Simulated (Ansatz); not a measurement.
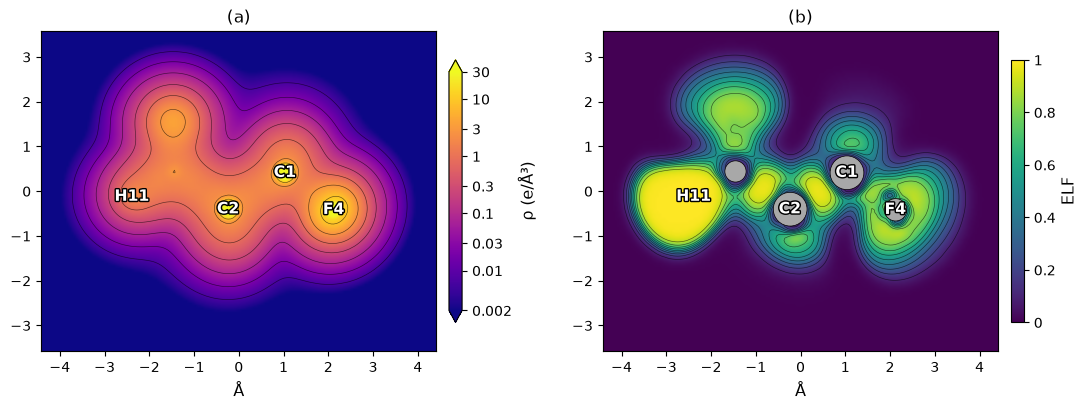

*C3H4F4 (SMILES FC[C@H](F)C(F)F). (a) total electron density; (b) electron localisation function on the plane of atoms C2, C1 and F4. Grey discs cover the atomic cores in the ELF map.*

Geometry: PBE0-D4/def2-SVP.

The calculation used isolated molecule in a Gaussian basis; Kohn-Sham density functional theory, functional PBE0 (Ansatz 0.2.0).

```yaml
atoms:
  - { symbol: C, position_ang: [-1.6154, 0.8175, 0.7754] }
  - { symbol: C, position_ang: [-0.5776, -0.1749, 0.3154] }
  - { symbol: C, position_ang: [0.1673, -0.8054, 1.4773] }
  - { symbol: F, position_ang: [-2.0539, 1.5602, -0.2836] }
  - { symbol: F, position_ang: [-1.1614, -1.1827, -0.4068] }
  - { symbol: F, position_ang: [0.9464, 0.1297, 2.0611] }
  - { symbol: F, position_ang: [-0.7034, -1.2588, 2.4029] }
  - { symbol: H, position_ang: [-1.1684, 1.4838, 1.5320] }
  - { symbol: H, position_ang: [-2.4644, 0.2784, 1.2250] }
  - { symbol: H, position_ang: [0.1586, 0.3397, -0.3262] }
  - { symbol: H, position_ang: [0.7955, -1.6488, 1.1425] }
```

Describe what can be read from this map.

Atoms in the plane: C, F and H. C–F (1.37 Å): ρ at the midpoint is about 2.1 e/Å³, with its minimum of 1.6 e/Å³ about 0.5 Å from C; the ELF peaks at about 0.85 between the atoms; a shared but strongly polarised pair. C–C (1.51 Å): the density is about 1.8 e/Å³ at the midpoint; the ELF peaks at about 0.95 between the atoms: localised, covalent bonding. The ELF also peaks beside F4 and F7, away from the bonds: lone-pair regions.
